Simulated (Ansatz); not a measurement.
CH₆ClGa: several calculations on one system

## 1. Relaxation

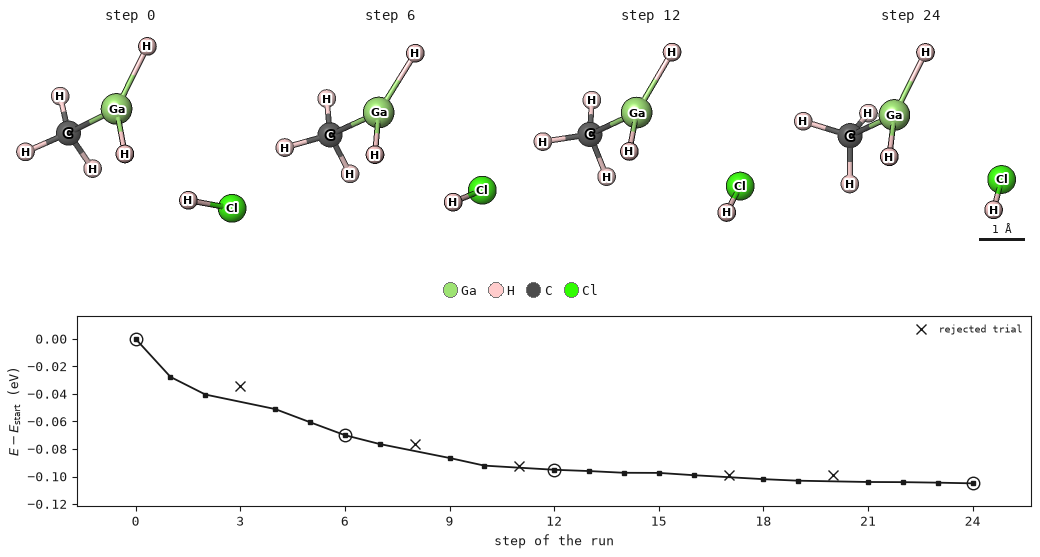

Frames of a relaxation of CH6ClGa, marked on the history of the run. Style: ball-and-stick. Shown from a free direction.

The run prepares an end point of a later path (reaction) calculation, from a guessed geometry.

All numbers below come from RKS B3LYP-D4/def2-SVP in Ansatz 0.2.0.

The input:
```yaml
crystal:
  periodic: [false, false, false]
  atoms:
    - { symbol: Ga, position_ang: [0.025908, 0.214105, -0.09853] }
    - { symbol: H, position_ang: [0.06003, 0.239689, 1.479694] }
    - { symbol: H, position_ang: [1.428522, 0.320425, -0.810591] }
    - { symbol: C, position_ang: [-1.712339, 0.09027, -1.02089] }
    - { symbol: H, position_ang: [-2.13776, -0.909308, -0.826946] }
    - { symbol: H, position_ang: [-2.421231, 0.830762, -0.616364] }
    - { symbol: H, position_ang: [-1.625892, 0.231213, -2.107938] }
    - { symbol: Cl, position_ang: [0.069922, -2.839131, 1.4765] }
    - { symbol: H, position_ang: [0.000741, -1.571224, 1.903365] }
basis:
  gaussian: { orbitals: def2-SVP }
hamiltonian:
  xc: b3lyp
  dispersion: d4
relax:
  f_tol: 0.03
  max_steps: 50
```

Run as
```bash
ansatz run input.yaml --threads 2 --pin off --max-ram 3072MiB --backend cpu --events-out ev --progress --plain --runs-dir out
```

Question: What happens along the run?

Answer: Over 19 accepted moves (24 points after the start) the energy falls by 0.105 eV. Largest force component: 0.98 eV/Å at the start, 0.013 eV/Å at the end. The line search rejected the trial steps at points 3, 8, 11, 17, 20 of the run. The forces were under the threshold at step 12, but the run went on from there. The atom that moves furthest after the best rigid fit is H7 (0.76 Å). By element the largest moves are H 0.76 Å, Cl 0.74 Å, Ga 0.18 Å, C 0.07 Å. Near-neighbour distances that change, for instance: Ga1–Cl8 3.436 → 2.890 Å, Cl8–H9 1.340 → 1.293 Å, Ga1–C4 1.972 → 1.983 Å, Ga1–H2 1.579 → 1.586 Å. Among the angles between lasting bonds that change: H3–Ga1–C4 125.3° → 121.3°, Ga1–C4–H5 108.3° → 111.6°, H2–Ga1–H3 115.5° → 118.2°. Groups turn about Ga1–C4 by about 35°. Cost: 48 s on 2 threads of Arm Neoverse V2 (shared host), peak memory 0.2 GiB. From step 0 to 6: Cl8 moves most (0.49 Å), energy −0.070 eV. From step 6 to 12: H9 moves most (0.38 Å), energy −0.025 eV. From step 12 to 24: H atoms move most (0.48 Å), energy −0.010 eV.

```
step  E − E(0), eV  largest force component, eV/Å      note
   0        0.0000                         0.9797          
   1       -0.0277                         0.5900          
   2       -0.0405                         0.6638          
   3       -0.0340                         0.8424  rejected
   4       -0.0510                         0.4985          
   5       -0.0606                         0.3497          
   6       -0.0700                         0.3118          
   7       -0.0764                         0.1122          
   8       -0.0763                         0.7493  rejected
   9       -0.0865                         0.0914          
  10       -0.0921                         0.0740          
  11       -0.0921                         0.3474  rejected
  12       -0.0951                         0.0235          
  13       -0.0960                         0.1321          
  14       -0.0973                         0.0580          
  15       -0.0974                         0.0584          
  16       -0.0990                         0.1323          
  17       -0.0988                         0.1954  rejected
  18       -0.1019                         0.0303          
  19       -0.1030                         0.0088          
  20       -0.0988                         0.3492  rejected
  21       -0.1040                         0.0458          
  22       -0.1041                         0.1201          
  23       -0.1045                         0.0422          
  24       -0.1050                         0.0132
```

## 2. Relaxation

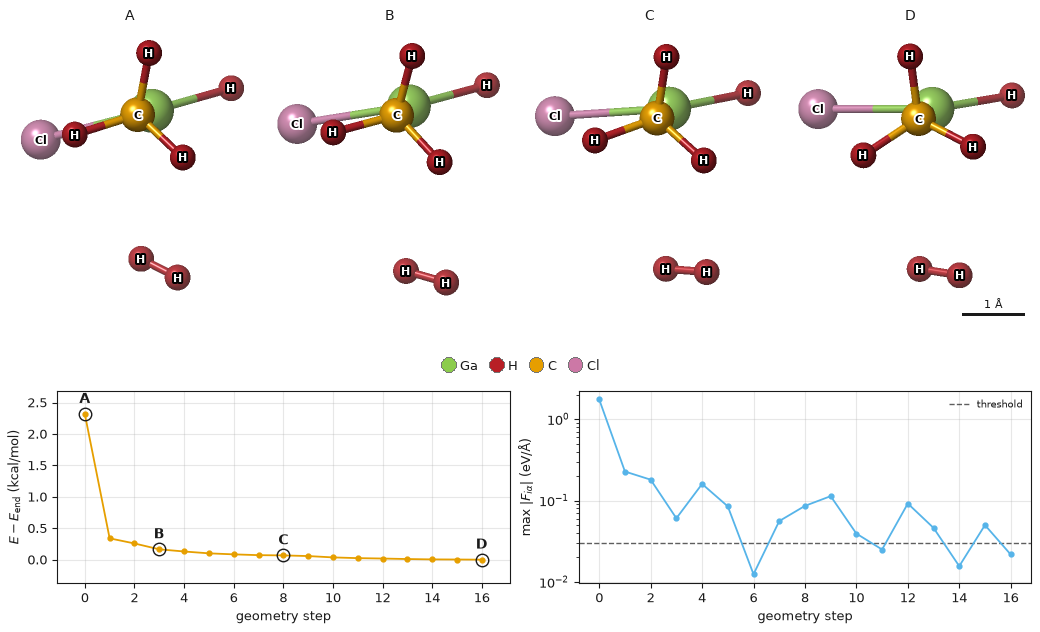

Frames of a relaxation of CH$_{6}$ClGa, marked on the history of the run. Style: ball-and-stick. Shown from a free direction.

The run prepares an end point of a later path (reaction) calculation, from a guessed geometry.

Level of theory: Ansatz 0.2.0, RKS B3LYP-D4/def2-SVP.

Input
```yaml
crystal:
  periodic: [false, false, false]
  atoms:
    - { symbol: Ga, position_ang: [0.083494, -0.595393, -0.440996] }
    - { symbol: H, position_ang: [-0.123623, 0.103946, 2.23097] }
    - { symbol: H, position_ang: [1.414454, 0.206157, -0.586382] }
    - { symbol: C, position_ang: [-1.720873, -0.061622, -1.008922] }
    - { symbol: H, position_ang: [-2.462666, -0.829355, -0.739476] }
    - { symbol: H, position_ang: [-1.992032, 0.894399, -0.5333] }
    - { symbol: H, position_ang: [-1.733451, 0.089852, -2.100094] }
    - { symbol: Cl, position_ang: [0.261959, -2.609074, 0.489874] }
    - { symbol: H, position_ang: [-0.039361, -0.592111, 2.066625] }
basis:
  gaussian: { orbitals: def2-SVP }
hamiltonian:
  xc: b3lyp
  dispersion: d4
relax:
  f_tol: 0.03
  max_steps: 50
```

Command:
```bash
ansatz run input.yaml --threads 2 --pin off --max-ram 3072MiB --backend cpu --events-out ev --progress --plain --runs-dir out
```

What happens along the run?

The largest move after the best rigid fit is that of Cl8, 0.50 Å. By element the largest moves are Cl 0.50 Å, H 0.37 Å, C 0.09 Å, Ga 0.06 Å. Some distances before and after: H2–H9 0.720 → 0.762 Å, Ga1–Cl8 2.226 → 2.187 Å, Ga1–H3 1.560 → 1.565 Å. Bond angles that change, for instance: H3–Ga1–C4 128.1° → 130.4°. Groups turn about Ga1–C4 by about 25°. The energy falls by 2.32 kcal/mol in 16 geometry steps. The largest force component goes from 1.7 to 0.022 eV/Å. The forces were under the threshold at step 6, but the run went on from there. The run took 33 s on 2 threads of Arm Neoverse V2, with other jobs on the host, peak memory 0.2 GiB. From step 0 to 3: Cl8 moves most (0.26 Å), energy −2.15 kcal/mol. From step 3 to 8: H2 moves most (0.20 Å), energy −0.10 kcal/mol. From step 8 to 16: H atoms move most (0.28 Å), energy −0.07 kcal/mol.

```json
{"step": "0", "E − E(0), kcal/mol": "0.00", "largest force component, eV/Å": "1.7446"}
{"step": "1", "E − E(0), kcal/mol": "-1.98", "largest force component, eV/Å": "0.2274"}
{"step": "2", "E − E(0), kcal/mol": "-2.06", "largest force component, eV/Å": "0.1805"}
{"step": "3", "E − E(0), kcal/mol": "-2.15", "largest force component, eV/Å": "0.0606"}
{"step": "4", "E − E(0), kcal/mol": "-2.19", "largest force component, eV/Å": "0.1600"}
{"step": "5", "E − E(0), kcal/mol": "-2.22", "largest force component, eV/Å": "0.0849"}
{"step": "6", "E − E(0), kcal/mol": "-2.23", "largest force component, eV/Å": "0.0124"}
{"step": "7", "E − E(0), kcal/mol": "-2.24", "largest force component, eV/Å": "0.0560"}
{"step": "8", "E − E(0), kcal/mol": "-2.25", "largest force component, eV/Å": "0.0860"}
{"step": "9", "E − E(0), kcal/mol": "-2.26", "largest force component, eV/Å": "0.1133"}
{"step": "10", "E − E(0), kcal/mol": "-2.28", "largest force component, eV/Å": "0.0393"}
{"step": "11", "E − E(0), kcal/mol": "-2.29", "largest force component, eV/Å": "0.0250"}
{"step": "12", "E − E(0), kcal/mol": "-2.30", "largest force component, eV/Å": "0.0920"}
{"step": "13", "E − E(0), kcal/mol": "-2.31", "largest force component, eV/Å": "0.0462"}
{"step": "14", "E − E(0), kcal/mol": "-2.31", "largest force component, eV/Å": "0.0156"}
{"step": "15", "E − E(0), kcal/mol": "-2.31", "largest force component, eV/Å": "0.0500"}
{"step": "16", "E − E(0), kcal/mol": "-2.32", "largest force component, eV/Å": "0.0218"}
```

Limits of the set-up: the start holds two separate molecules, 2.5 Å apart at their closest, whose relative position is a soft coordinate.

## 3. Path

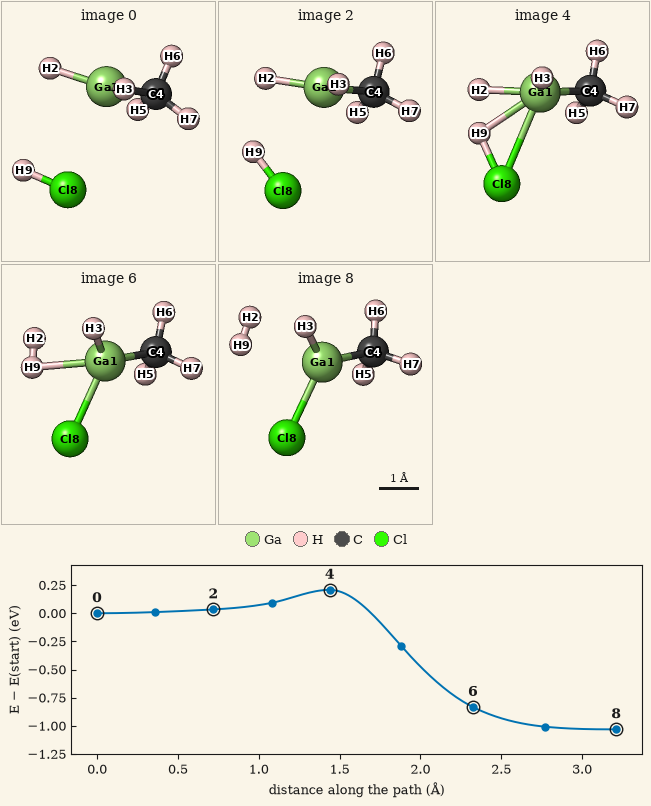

NEB run on CH$_{6}$ClGa, made up at the start of CH₅Ga and HCl. Images are numbered from 0 (start) to 8 (end). The picture is a ball-and-stick view, seen from a free direction.

All numbers below come from RKS B3LYP-D4/def2-SVP (Ansatz). Set-up: 7 movable images; climbing image; force threshold 0.03 eV/Å; iteration limit 60; starting path through a guess of the saddle point.

### Describe the mechanism and the energy profile.

The highest point, image 4, lies 0.21 eV above the start and 1.24 eV above the end; the end is at −1.03 eV relative to the start. Breaking: Cl8–H9 (1.29 → 1.50 at the top → 3.13 Å), Ga1–H2 (1.59 → 1.70 at the top → 2.74 Å). Forming: Ga1–Cl8 (2.89 → 2.60 at the top → 2.19 Å), H2–H9 (2.77 → 1.16 at the top → 0.76 Å). The band converged in 10 iterations, with a climbing image at the top.

Cost: 2.2 min on 2 threads of Arm Neoverse V2, on a shared host, peak memory 0.2 GiB.
